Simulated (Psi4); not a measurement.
**HF/STO-3G run of CH2GeN− (SMILES N#[C][GeH2-])**

Aim: the vertical ionisation energy of CH2GeN− at HF/STO-3G, from 2 runs. 

Program for the calculation: Psi4 1.11.

**1. The molecule**

CH2GeN−: 5 atoms, total charge -1, spin state singlet. As SMILES, `N#[C][GeH2-]`. The shape comes from GFN2-xTB, which is rough for such elements, and wasn't checked as a minimum.

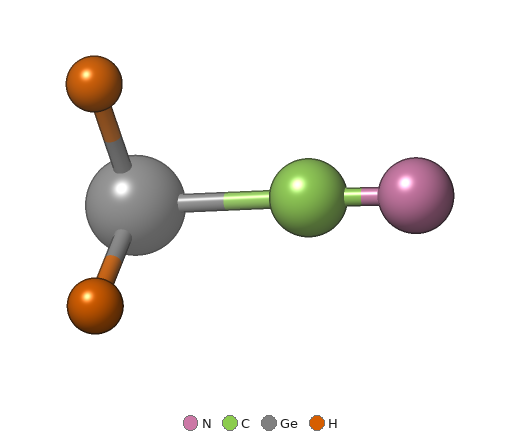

The structure, seen from a chosen angle (nitrogen pink, carbon green, germanium grey, hydrogen orange).

**2. The energy at HF/STO-3G**

Input file ch2gen.xyz:

```xyz
5
CH2GeN
N      1.312220    -1.146800     1.308460
C      0.698540    -0.577140     0.507840
Ge    -0.115330     0.254410    -1.086220
H     -1.622730    -0.214430    -0.512130
H     -0.272690     1.683960    -0.217940
```

Input file job.py:

```python
import psi4

psi4.set_memory(1600000000)
psi4.set_num_threads(1)
psi4.core.set_output_file('psi4.out', False)

with open('ch2gen.xyz') as f:
    atoms = ''.join(f.readlines()[2:])
geom = psi4.geometry('-1 1\n' + atoms + 'symmetry c1')

psi4.set_options(dict(puream=True, e_convergence=1e-09, d_convergence=1e-08, scf_type='pk'))

e_tot, wfn = psi4.energy('hf/STO-3G', return_wfn=True)
psi4.oeprop(wfn, 'LOWDIN_CHARGES', 'MAYER_INDICES', 'MULLIKEN_CHARGES')
print(f'hf/STO-3G energy: {e_tot:.10f} Eh')
```

Launch:

```console
$ python job.py
```

psi4.out, cut to the lines that bear on the results:

```text
[...]
  Running in c1 symmetry.
[...]
  Nuclear repulsion =  133.588053856603636
[...]
  Multiplicity = 1
[...]
  Nalpha       = 24
  Nbeta        = 24
[...]
    Number of basis functions: 30
[...]
   @RHF iter   1: -2143.32377539805475   -3.77446e+00   2.68680e-02 DIIS/ADIIS
[...]
   @RHF iter  12: -2143.90140778378691   -1.36424e-12   2.31549e-09 DIIS
[...]
    Orbital Energies [Eh]
    ---------------------
    Doubly Occupied:
       1A   -400.174282     2A    -50.022285     3A    -45.085647
       4A    -45.085277     5A    -45.084300     6A    -15.033525
       7A    -10.726686     8A     -6.122915     9A     -4.165709
      10A     -4.163475    11A     -4.158624    12A     -0.895636
      13A     -0.422642    14A     -0.307761    15A     -0.303069
      16A     -0.299182    17A     -0.296128    18A     -0.294328
      19A     -0.252803    20A     -0.172834    21A     -0.172520
      22A     -0.136527    23A     -0.089984    24A      0.024692
[...]
  @RHF Final Energy: -2143.90140778378691
   => Energetics <=
    Nuclear Repulsion Energy =            133.5880538566036364
    One-Electron Energy =               -3288.0960303273168392
    Two-Electron Energy =                1010.6065686869267211
    Total Energy =                      -2143.9014077837864534
[...]
 Multipole Moments:
 ------------------------------------------------------------------------------------
     Multipole            Electronic (a.u.)      Nuclear  (a.u.)        Total (a.u.)
 ------------------------------------------------------------------------------------
 L = 1.  Multiply by 2.5417464519 to convert [e a0] to [Debye]
 Dipole X            :         -0.7403518            0.5016064           -0.2387454
 Dipole Y            :          1.5219129           -1.2023966            0.3195163
 Dipole Z            :         -6.2508453            5.3277568           -0.9230885
 Magnitude           :                                                    1.0055757
[...]
  Mulliken Charges: (a.u.)
   Center  Symbol    Alpha    Beta     Spin     Total
       1     N     3.69111  3.69111  0.00000 -0.38221
       2     C     3.08370  3.08370  0.00000 -0.16740
       3    GE    15.95741 15.95741  0.00000  0.08519
       4     H     0.63387  0.63387  0.00000 -0.26774
       5     H     0.63392  0.63392  0.00000 -0.26784
   Total alpha = 24.00000, Total beta = 24.00000, Total charge = -1.00000
  Lowdin Charges: (a.u.)
   Center  Symbol    Alpha    Beta     Spin     Total
       1     N     3.65186  3.65186  0.00000 -0.30372
[...]
```

Standard output:

```text
hf/STO-3G energy: -2143.9014077838 Eh
```

Wall time 2.8 s (1 thread of Intel Xeon Platinum 8259CL at 2.50GHz (Skylake/Cascade Lake), shared host); peak memory 0.19 GiB.

**3. Doublet neutral CH2GeN: energy and gradient at UHF/STO-3G**

Input file ch2gen.json:

```json
{
  "schema_name": "qcschema_input",
  "schema_version": 1,
  "molecule": {
    "schema_name": "qcschema_molecule",
    "schema_version": 2,
    "symbols": ["N", "C", "Ge", "H", "H"],
    "geometry": [2.47973642, -2.16713792, 2.47263105, 1.32004929, -1.09063654, 0.95967852, -0.21794211, 0.48076522, -2.05265831, -3.06651527, -0.40521397, -0.96778544, -0.51530942, 3.1822232, -0.41184691],
    "molecular_charge": 0,
    "molecular_multiplicity": 2,
    "fix_symmetry": "c1",
    "fix_com": true,
    "fix_orientation": true
  },
  "driver": "gradient",
  "model": {
    "method": "hf",
    "basis": "STO-3G"
  },
  "keywords": {
    "reference": "uhf",
    "puream": true,
    "e_convergence": 1e-09,
    "d_convergence": 1e-08,
    "scf_type": "pk",
    "maxiter": 200,
    "scf_properties": ["QUADRUPOLE", "MAYER_INDICES", "LOWDIN_CHARGES"]
  }
}
```

Launch:

```console
$ psi4 --qcschema ch2gen.json -n 1 --memory 1600MB
```

stdout, cut to the lines that bear on the results:

```text
[...]
  Running in c1 symmetry.
[...]
  Nuclear repulsion =  133.588053876075634
[...]
  Multiplicity = 2
[...]
  Nalpha       = 24
  Nbeta        = 23
[...]
    Number of basis functions: 30
[...]
   @UHF iter   1: -2143.16974227993296   -3.62043e+00   2.79907e-02 ADIIS/DIIS
[...]
   @UHF iter  24: -2143.94862420368872   -4.54747e-13   5.50281e-09 DIIS
[...]
   @S^2 Observed:                9.070265114E-01
[...]
  @UHF Final Energy: -2143.94862420368872
   => Energetics <=
    Nuclear Repulsion Energy =            133.5880538760756338
    One-Electron Energy =               -3272.9865629894320591
    Two-Electron Energy =                 995.4498849096676167
    Total Energy =                      -2143.9486242036887234
  UHF NO Occupations:
  HONO-2 :   22  A 1.9714286
  HONO-1 :   23  A 1.9525197
[...]
 Multipole Moments:
 ------------------------------------------------------------------------------------
     Multipole            Electronic (a.u.)      Nuclear  (a.u.)        Total (a.u.)
 ------------------------------------------------------------------------------------
 L = 1.  Multiply by 2.5417464519 to convert [e a0] to [Debye]
 Dipole X            :        -15.1502985           14.7224785           -0.4278200
 Dipole Y            :          4.1285066           -3.5522884            0.5762182
 Dipole Z            :         42.2990422          -43.9982098           -1.6991676
 Magnitude           :                                                    1.8445129
 L = 2.  Multiply by 1.3450342976 to convert [e a0^2] to [Debye ang]
 Quadrupole XX       :        -86.2510333           64.6878499          -21.5631834
 Quadrupole XY       :         51.8698970          -50.0058421            1.8640549
[...]
  -Total Gradient:
     Atom            X                  Y                   Z
    ------   -----------------  -----------------  -----------------
       1       -0.014788765502     0.015538039673    -0.031293758442
       2        0.010866830679    -0.020280319121     0.078694485627
       3        0.077640787384    -0.030842986075    -0.156209008330
       4       -0.055221138823    -0.008189561124     0.050447889024
       5       -0.018497713726     0.043774826659     0.058360392188
[...]
```

The result, in JSON:

```text
{
 "driver": "gradient",
 "model": {
  "method": "hf",
  "basis": "STO-3G"
 },
 "success": true,
 "return_result": [-0.014788765501552836, 0.015538039673333559, -0.031293758442385355, 0.010866830679370942, -0.020280319121431523, 0.07869448562701226, 0.07764078738373786, -0.030842986075067046, -0.15620900832950052, -0.0552211388229602, -0.008189561124361824, 0.050447889023862144, -0.018497713726134152, 0.043774826658994986, 0.05836039218809863],
 "properties": {
  "calcinfo_nbasis": 30,
  "calcinfo_nmo": 30,
  "calcinfo_nalpha": 24,
  "calcinfo_nbeta": 23,
  "calcinfo_natom": 5,
  "nuclear_repulsion_energy": 133.58805387607563,
  "return_energy": -2143.9486242036887,
  "return_gradient": [-0.014788765501552836, 0.015538039673333559, -0.031293758442385355, 0.010866830679370942, -0.020280319121431523, 0.07869448562701226, 0.07764078738373786, -0.030842986075067046, -0.15620900832950052, -0.0552211388229602, -0.008189561124361824, 0.050447889023862144, -0.018497713726134152, 0.043774826658994986, 0.05836039218809863],
  "scf_one_electron_energy": -3272.986562989432,
  "scf_two_electron_energy": 995.4498849096676,
  "scf_dipole_moment": [-0.4278199868149368, 0.5762181562877764, -1.699167577164019],
  "scf_total_energy": -2143.9486242036887,
  "scf_total_gradient": [-0.014788765501552836, 0.015538039673333559, -0.031293758442385355, 0.010866830679370942, -0.020280319121431523, 0.07869448562701226, 0.07764078738373786, -0.030842986075067046, -0.15620900832950052, -0.0552211388229602, -0.008189561124361824, 0.050447889023862144, -0.018497713726134152, 0.043774826658994986, 0.05836039218809863],
  "scf_iterations": 24
 }
}
```

It took 3.3 s on 1 thread of Intel Xeon Platinum 8259CL at 2.50GHz (Skylake/Cascade Lake), shared host; peak memory 0.2 GiB.

**4. What came out**

Level: HF/STO-3G.

```
                                                              quantity           value
                                         singlet CH2GeN−: total energy  -2143.90141 Eh
                                          singlet CH2GeN−: HOMO energy         0.67 eV
                                          singlet CH2GeN−: LUMO energy        16.00 eV
singlet CH2GeN−: HOMO–LUMO gap (to an unbound level, set by the basis)        15.32 eV
                                  doublet neutral CH2GeN: total energy  -2143.94862 Eh
                                 doublet neutral CH2GeN: dipole moment          4.69 D
            doublet neutral CH2GeN: HOMO energy (highest over α and β)        -9.10 eV
             doublet neutral CH2GeN: LUMO energy (lowest over α and β)         1.90 eV
                                          doublet neutral CH2GeN: ⟨S²⟩           0.907
                      doublet neutral CH2GeN: largest force on an atom      9.109 eV/Å
                   vertical detachment energy (to the doublet neutral)       -1.285 eV
```

The species is unbound against losing an electron at this level, by 1.28 eV (−30 kcal/mol); missing correlation or diffuse functions can give that sign where the real anion is bound. In a minimal basis such a difference can be off by several eV, whatever the method. The HOMO (singlet CH2GeN−) lies at positive energy, 0.67 eV: the electron is unbound at this level or held by a compact basis; values depend on the basis. ⟨S²⟩ (doublet neutral CH2GeN) is 0.91 where a pure doublet has 0.75: the reference is spin-contaminated.
